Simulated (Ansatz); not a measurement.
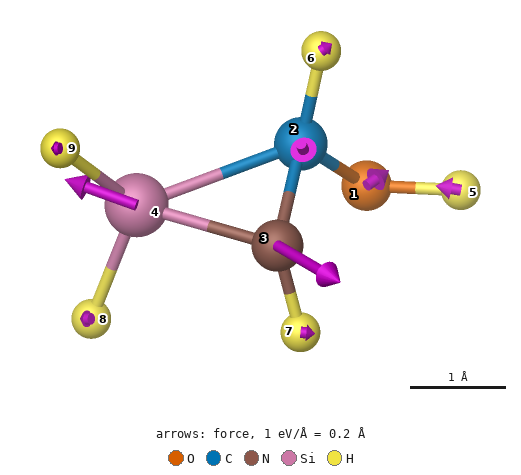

Starting geometry of CH₅NOSi (coarse preliminary run) with the computed forces as purple arrows. A ball-and-stick model, seen at a tilt.

The start comes from a force field.

Computed with RKS PBE-D4/def2-SVP in Ansatz.

Input
```yaml
crystal:
  periodic: [false, false, false]
  atoms:
    - {symbol: O, position_ang: [-0.962400, 0.663300, -1.229800]}
    - {symbol: C, position_ang: [-0.442800, 0.621500, 0.063600]}
    - {symbol: N, position_ang: [0.892500, 0.197800, 0.039700]}
    - {symbol: Si, position_ang: [0.080600, -1.028600, 0.771200]}
    - {symbol: H, position_ang: [-0.729300, 1.527200, -1.692300]}
    - {symbol: H, position_ang: [-0.724800, 1.375400, 0.806100]}
    - {symbol: H, position_ang: [1.211000, -0.124000, -0.872400]}
    - {symbol: H, position_ang: [0.279900, -2.183900, -0.121800]}
    - {symbol: H, position_ang: [0.483900, -1.095100, 2.218600]}
basis:
  gaussian: {orbitals: def2-SVP}
hamiltonian: {xc: pbe, dispersion: d4}
relax: {f_tol: 0.03, max_steps: 200}
```

Run as
```bash
ansatz run in.yaml --threads 2 --pin off --events-out ev --progress --plain --max-ram 4352MiB
```

### Is this structure relaxed? If not, where do the atoms go?

It isn't relaxed: the largest force vector, on N3, is 5.54 eV/Å. The final displacements have little in common with the starting forces (cosine between the two patterns 0.25). H7 moves most after the best rigid fit: 0.62 Å. Largest moves by element: H 0.62 Å, N 0.20 Å, O 0.17 Å, C 0.10 Å, Si 0.08 Å. Among the contacts that change: N3–Si4 1.643 → 1.754 Å, C2–N3 1.401 → 1.467 Å, O1–H5 1.007 → 0.976 Å, Si4–H8 1.474 → 1.498 Å. Bond angles that change, for instance: Si4–N3–H7 108.5° → 130.8°, N3–Si4–H8 104.4° → 121.2°, C2–Si4–H9 118.6° → 128.1°. Groups turn about C2–N3 by about 20°. After 8 geometry steps the energy has fallen by 92.0 kJ/mol. Largest force component: 4.5 eV/Å at the start, 0.025 eV/Å at the end.
